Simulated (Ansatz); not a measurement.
**SiH₄+ (doublet): wave-function methods side by side at a displaced geometry (v2), cc-pVDZ**

Aim: climb from Hartree-Fock through coupled cluster for SiH₄+ (doublet) at one geometry and basis, and see what each rung misses.

The runs use Ansatz 0.2.0, Gaussian basis; cc-pVDZ, core rule «outside noble gas», up to 5 orbitals frozen.

The runs, in order: UHF; CCSD(T) on ROHF; CCSD(T) on UHF; BCCD(T) on ROHF; CISD; CCSDT(Q) on ROHF; CCSDT(Q) on UHF.

20 further runs of the same task are left out: 6 for a known fault of the program, 3 that didn't finish, 11 set aside as unsound or not needed.

## Step 1: The system

The geometry is a PBE0/def2-TZVP stationary point (not a proven minimum) with its atoms shifted at random (size 0.100 Å).

5 atoms, charge 1, spin multiplicity 2.

Atoms are counted from 1 here; the program's logs count them from 0.

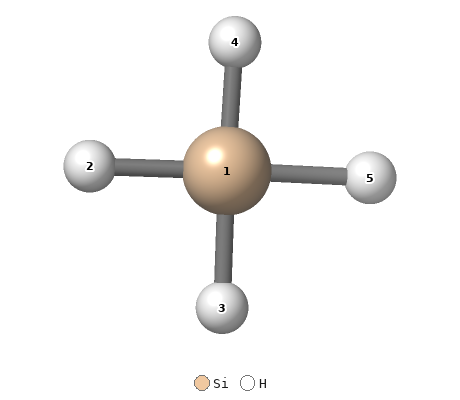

The structure; silicon light orange, hydrogen white; atoms are numbered from 1 in the order of the file.

In the tables R marks a restricted open-shell determinant and U an unrestricted one; energies count from the table's Hartree-Fock row.

## Step 2: UHF

in.yaml

```yaml
crystal:
  periodic: [false, false, false]
  atoms:
    - {symbol: Si, position_ang: [0.011501, 0.006071, 0.001400]}
    - {symbol: H, position_ang: [-0.164539, 1.105304, 1.096773]}
    - {symbol: H, position_ang: [-0.093596, -1.101809, 1.095550]}
    - {symbol: H, position_ang: [0.023199, 1.010581, -1.067708]}
    - {symbol: H, position_ang: [-0.085537, -1.183241, -1.163634]}
basis:
  gaussian: {orbitals: cc-pVDZ}
total_charge: 1
magnetization: {spin_polarized: true, initial_magnetization: 1}
hamiltonian: {xc: hf}
output: {orbitals: {seedname: orbitals}}
```

The run is started by

```bash
ansatz run in.yaml --threads 1 --pin off --events-out ev --progress --plain --max-ram 2393MiB
```

Standard output:

```text
Functional definition: HF
  name "HF"
  cite "Fock, Z. Phys. 61, 126 (1930) doi:10.1007/BF01340294"
  parent pbe
  exchange = exact_x
  correlation = 0
354 factors; integrals over basis functions are off by at most 1.2e-3 eV
mean field evaluation 1: about -7912.1730 eV, gradient 6.6e0 eV
mean field evaluation 2: about -7912.1910 eV, gradient 6.6e0 eV
mean field evaluation 4: about -7912.7700 eV, gradient 1.1e0 eV
mean field evaluation 8: about -7912.8043 eV, gradient 5.0e-3 eV
mean field -7912.80428463 eV, -290.7901939689 hartree, gradient 2.4e-5 eV, S^2 0.807982; 0 other end points of the search recorded, 0 dependent functions left out
reference -7912.80428463 eV, -290.7901939689 hartree; 9, 8 occupied and 29, 30 virtual orbitals, 354 factors
Total energy: -7912.80428463 eV, -290.7901939689 hartree
```

It took 0.21 s on 1 thread of Arm Neoverse V1, shared host.

From the report: ⟨S²⟩ of the determinant 0.808 (pure doublet: 0.75).

## Step 3: CCSD(T) on ROHF

Edit in.yaml of step 2 so:

```diff
@@ -11,4 +11,3 @@
 total_charge: 1
-magnetization: {spin_polarized: true, initial_magnetization: 1}
-hamiltonian: {xc: hf}
-output: {orbitals: {seedname: orbitals}}
+magnetization: {spin_polarized: false, initial_magnetization: 1}
+correlation: {method: ccsd_t, electrons: outside_noble_gas}
```

Same command.

Standard output, shortened:

```text
Functional definition: HF
  name "HF"
  cite "Fock, Z. Phys. 61, 126 (1930) doi:10.1007/BF01340294"
  parent pbe
[...]
354 factors; integrals over basis functions are off by at most 1.2e-3 eV
[...]
mean field -7912.45931146 eV, -290.7775164386 hartree, gradient 2.6e-6 eV, S^2 0.750000; 1 other end points of the search recorded, 0 dependent functions left out
determinant -7912.45931146 eV, -290.7775164386 hartree, with singles and doubles -7916.30331770 eV, -290.9187810623 hartree
determinant -7909.37226598 eV, -290.6640696097 hartree, with singles and doubles -7914.20461474 eV, -290.8416551510 hartree
5 core orbitals not correlated: weight in the atoms' cores, before any rotation towards them, 1.000 or more for the frozen orbitals, at most 0.000 for the correlated occupied ones
reference -7912.45931146 eV, -290.7775164386 hartree; 4, 3 occupied and 29, 30 virtual orbitals, 354 factors
second order -2.84254598 eV of doubles, -0.15347826 eV of singles
cycle   1  -3.84404311 eV  change   -3.7e-5 eV  update   1.0e-3
[...]
cycle   9  -3.84432554 eV  change   -1.7e-6 eV  update   1.8e-6
perturbative correction -0.08298979 eV, -0.0030498186 hartree
Total energy: -7916.38662679 eV, -290.9218426150 hartree
```

Run time: 0.79 s. Hardware: 1 thread of Arm Neoverse V1, shared host.

From the report: correlation -3.9273 eV; T1 0.033; largest double amplitude 0.07.

## Step 4: CCSD(T) on UHF

Edit in.yaml of step 3 so:

```diff
@@ -11,3 +11,3 @@
 total_charge: 1
-magnetization: {spin_polarized: false, initial_magnetization: 1}
+magnetization: {spin_polarized: true, initial_magnetization: 1}
 correlation: {method: ccsd_t, electrons: outside_noble_gas}
```

Launched as before.

Standard output, shortened:

```text
Functional definition: HF
  name "HF"
  cite "Fock, Z. Phys. 61, 126 (1930) doi:10.1007/BF01340294"
  parent pbe
[...]
354 factors; integrals over basis functions are off by at most 1.2e-3 eV
[...]
mean field -7912.80428463 eV, -290.7901939689 hartree, gradient 2.4e-6 eV, S^2 0.807982; 1 other end points of the search recorded, 0 dependent functions left out
determinant -7912.80428463 eV, -290.7901939689 hartree, with singles and doubles -7916.30843016 eV, -290.9189689417 hartree
determinant -7909.46407231 eV, -290.6674434302 hartree, with singles and doubles -7914.20749279 eV, -290.8417609177 hartree
5 core orbitals not correlated: weight in the atoms' cores, before any rotation towards them, 1.000 or more for the frozen orbitals, at most 0.000 for the correlated occupied ones
reference -7912.80428463 eV, -290.7901939689 hartree; 4, 3 occupied and 29, 30 virtual orbitals, 354 factors
second order -2.63166168 eV of doubles, -0.00000000 eV of singles
cycle   1  -3.50426635 eV  change   -1.2e-4 eV  update   1.4e-3
[...]
cycle   9  -3.50485650 eV  change    2.0e-6 eV  update   1.7e-6
perturbative correction -0.07559344 eV, -0.0027780078 hartree
Total energy: -7916.38473458 eV, -290.9217730775 hartree
```

It took 0.72 s on 1 thread of Arm Neoverse V1, shared host.

From the report: ⟨S²⟩ of the determinant 0.808 (pure doublet: 0.75); correlation -3.5804 eV; T1 0.024; largest double amplitude 0.06.

## Step 5: BCCD(T) on ROHF

Edit in.yaml of step 4 so:

```diff
@@ -11,3 +11,3 @@
 total_charge: 1
-magnetization: {spin_polarized: true, initial_magnetization: 1}
-correlation: {method: ccsd_t, electrons: outside_noble_gas}
+magnetization: {spin_polarized: false, initial_magnetization: 1}
+correlation: {method: bccd_t, electrons: outside_noble_gas}
```

Same command.

Standard output, shortened:

```text
Functional definition: HF
  name "HF"
  cite "Fock, Z. Phys. 61, 126 (1930) doi:10.1007/BF01340294"
  parent pbe
[...]
354 factors; integrals over basis functions are off by at most 1.2e-3 eV
[...]
mean field -7912.45931146 eV, -290.7775164386 hartree, gradient 2.6e-6 eV, S^2 0.750000; 1 other end points of the search recorded, 0 dependent functions left out
determinant -7912.45931146 eV, -290.7775164386 hartree, with singles and doubles -7916.30331770 eV, -290.9187810623 hartree
determinant -7909.37226598 eV, -290.6640696097 hartree, with singles and doubles -7914.20461474 eV, -290.8416551510 hartree
5 core orbitals not correlated: weight in the atoms' cores, before any rotation towards them, 1.000 or more for the frozen orbitals, at most 0.000 for the correlated occupied ones
reference -7912.45931146 eV, -290.7775164386 hartree; 4, 3 occupied and 29, 30 virtual orbitals, 354 factors
second order -2.84254598 eV of doubles, -0.15347826 eV of singles
cycle   1  -3.85202501 eV  change   -8.0e-3 eV  update   7.2e-3
[...]
cycle  11  -3.84603352 eV  change   -2.2e-7 eV  update   4.6e-6
perturbative correction -0.08040468 eV, -0.0029548175 hartree
Total energy: -7916.38574966 eV, -290.9218103811 hartree
```

Wall time 0.93 s (1 thread of Arm Neoverse V1, shared host).

From the report: correlation -3.9264 eV; largest double amplitude 0.06.

## Step 6: CISD

Edit in.yaml of step 5 so:

```diff
@@ -12,2 +12,2 @@
 magnetization: {spin_polarized: false, initial_magnetization: 1}
-correlation: {method: bccd_t, electrons: outside_noble_gas}
+correlation: {active_space: {ras: {orbitals: [3, 1, 29], electrons: 7, max_holes: 2, max_particles: 2}, fixed_orbitals: true}}
```

The command is unchanged.

Standard output:

```text
Functional definition: HF
  name "HF"
  cite "Fock, Z. Phys. 61, 126 (1930) doi:10.1007/BF01340294"
  parent pbe
  exchange = exact_x
  correlation = 0
354 factors; integrals over basis functions are off by at most 1.2e-3 eV
mean field evaluation 1: about -7912.1448 eV, gradient 7.0e0 eV
mean field evaluation 2: about -7912.1628 eV, gradient 7.1e0 eV
mean field evaluation 4: about -7912.4490 eV, gradient 4.2e-1 eV
mean field evaluation 8: about -7912.4566 eV, gradient 1.8e-1 eV
mean field -7912.45931146 eV, -290.7775164386 hartree, gradient 2.6e-6 eV, S^2 0.750000; 0 other end points of the search recorded, 0 dependent functions left out
reference -7912.45931146 eV, -290.7775164386 hartree; 9, 8 occupied and 29, 30 virtual orbitals, 354 factors
state -7916.12804809 eV, -290.9123400228 hartree
Total energy: -7916.12804809 eV, -290.9123400228 hartree
```

Run time: 0.6 s. Hardware: 1 thread of Arm Neoverse V1, shared host.

From the report: 20,565 determinants.

## Step 7: CCSDT(Q) on ROHF

Edit in.yaml of step 6 so:

```diff
@@ -12,2 +12,2 @@
 magnetization: {spin_polarized: false, initial_magnetization: 1}
-correlation: {active_space: {ras: {orbitals: [3, 1, 29], electrons: 7, max_holes: 2, max_particles: 2}, fixed_orbitals: true}}
+correlation: {method: ccsdt_q, electrons: outside_noble_gas}
```

Same command.

Standard output, shortened:

```text
Functional definition: HF
  name "HF"
  cite "Fock, Z. Phys. 61, 126 (1930) doi:10.1007/BF01340294"
  parent pbe
[...]
720 factors; integrals over basis functions are off by at most 2.1e-7 eV
[...]
mean field -7912.45932640 eV, -290.7775169876 hartree, gradient 2.7e-6 eV, S^2 0.750000; 1 other end points of the search recorded, 0 dependent functions left out
determinant -7912.45932640 eV, -290.7775169876 hartree, with singles and doubles -7916.30332511 eV, -290.9187813347 hartree
determinant -7909.37228976 eV, -290.6640704836 hartree, with singles and doubles -7914.20463134 eV, -290.8416557611 hartree
5 core orbitals not correlated: weight in the atoms' cores, before any rotation towards them, 1.000 or more for the frozen orbitals, at most 0.000 for the correlated occupied ones
reference -7912.45932640 eV, -290.7775169876 hartree; 4, 3 occupied and 29, 30 virtual orbitals, 720 factors
second order -2.84258143 eV of doubles, -0.15347869 eV of singles
cycle   1  -3.59148035 eV  change   -5.9e-1 eV  update   6.7e-2
[...]
cycle  17  -3.95027224 eV  change   -2.3e-7 eV  update   5.6e-7
perturbative correction -0.00198637 eV, -0.0000729977 hartree
Total energy: -7916.41158500 eV, -290.9227598124 hartree
```

It took 8.5 s on 1 thread of Arm Neoverse V1, shared host.

From the report: correlation -3.9523 eV; T1 0.033; largest double amplitude 0.07.

## Step 8: CCSDT(Q) on UHF

Edit in.yaml of step 7 so:

```diff
@@ -11,3 +11,3 @@
 total_charge: 1
-magnetization: {spin_polarized: false, initial_magnetization: 1}
+magnetization: {spin_polarized: true, initial_magnetization: 1}
 correlation: {method: ccsdt_q, electrons: outside_noble_gas}
```

Same command.

Standard output, shortened:

```text
Functional definition: HF
  name "HF"
  cite "Fock, Z. Phys. 61, 126 (1930) doi:10.1007/BF01340294"
  parent pbe
[...]
720 factors; integrals over basis functions are off by at most 2.1e-7 eV
[...]
mean field -7912.80430097 eV, -290.7901945691 hartree, gradient 2.4e-6 eV, S^2 0.807983; 1 other end points of the search recorded, 0 dependent functions left out
determinant -7912.80430097 eV, -290.7901945691 hartree, with singles and doubles -7916.30843715 eV, -290.9189691988 hartree
determinant -7909.46409636 eV, -290.6674443137 hartree, with singles and doubles -7914.20750096 eV, -290.8417612176 hartree
5 core orbitals not correlated: weight in the atoms' cores, before any rotation towards them, 1.000 or more for the frozen orbitals, at most 0.000 for the correlated occupied ones
reference -7912.80430097 eV, -290.7901945691 hartree; 4, 3 occupied and 29, 30 virtual orbitals, 720 factors
second order -2.63169500 eV of doubles, -0.00000000 eV of singles
cycle   1  -3.20013946 eV  change   -5.7e-1 eV  update   6.7e-2
[...]
cycle  19  -3.60541232 eV  change    4.2e-7 eV  update   3.7e-7
perturbative correction -0.00199745 eV, -0.0000734048 hartree
Total energy: -7916.41171074 eV, -290.9227644330 hartree
```

It took 8.5 s on 1 thread of Arm Neoverse V1, shared host.

From the report: ⟨S²⟩ of the determinant 0.808 (pure doublet: 0.75); correlation -3.6074 eV; T1 0.025; largest double amplitude 0.07.

## Step 9: The ladder

The yardstick is UCCSDT(Q), where the cluster series has nearly closed. Rows without a time come out of other runs: HF, MP2 and CCSD of CCSD(T), CCSDT of CCSDT(Q).

Differences are taken before rounding.

| method | energy from the lowest RHF (kJ/mol) | from UCCSDT(Q) (kJ/mol) | time |
| --- | --- | --- | --- |
| RHF | 0.0 | +381.3 |  |
| UHF | -33.3 | +348.1 |  |
| RMP2 | -289.1 | +92.3 |  |
| UMP2 | -287.2 | +94.1 |  |
| CISD | -354.0 | +27.4 | 0.6 s |
| RCCSD | -370.9 | +10.4 |  |
| UCCSD | -371.5 | +9.9 |  |
| RCCSD(T) | -378.9 | +2.4 | 0.79 s |
| UCCSD(T) | -378.7 | +2.6 | 0.72 s |
| BCCD(T) | -378.8 | +2.5 | 0.93 s |
| RCCSDT | -381.1 | +0.2 |  |
| UCCSDT | -381.2 | +0.2 |  |
| RCCSDT(Q) | -381.3 | 0.0 | 8.5 s |
| UCCSDT(Q) | -381.3 | 0 | 8.5 s |

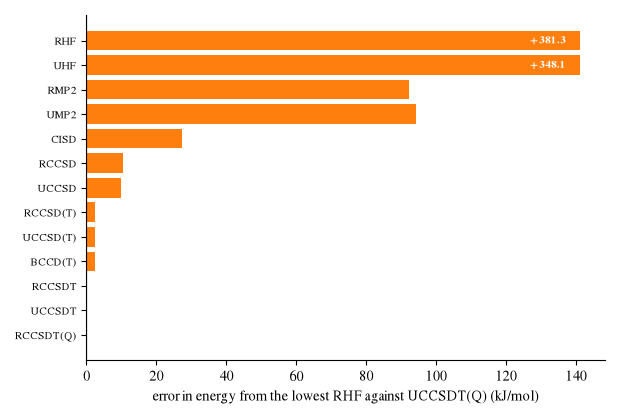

Error of each method against UCCSDT(Q). Bars with a number in them are cut short.

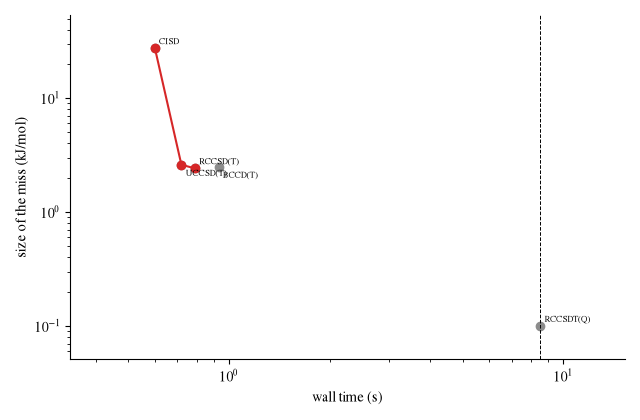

Miss against cost. Red marks the levels that no quicker level drawn beats (of those quicker than the yardstick), and the dashed line is the time of UCCSDT(Q). Misses under 0.1 kJ/mol are drawn at that value. Times are from a shared host. Runs this short are mostly start-up, so their order is noise.

## Step 10: What came out

```
                         quantity                                                   value
   UCCSDT(Q) below the RHF energy                                              -3.9524 eV
              RMP2 from UCCSDT(Q)                                            +92.3 kJ/mol
              UMP2 from UCCSDT(Q)                                            +94.1 kJ/mol
             RCCSD from UCCSDT(Q)                                            +10.4 kJ/mol
          RCCSD(T) from UCCSDT(Q)                                             +2.4 kJ/mol
          UCCSD(T) from UCCSDT(Q)                                             +2.6 kJ/mol
         RCCSDT(Q) from UCCSDT(Q)                                              0.0 kJ/mol
levels within 1 kcal/mol (43 meV)  RCCSD(T), UCCSD(T), BCCD(T), RCCSDT, UCCSDT, RCCSDT(Q)
                    T1 diagnostic                                                   0.033
```

In words: RCCSD(T) lands +2.4 kJ/mol from the yardstick (0.6 % of the correlation energy). These misses are within one basis, not against nature; the frozen cores of restricted and unrestricted runs differ, which can shift their rows.
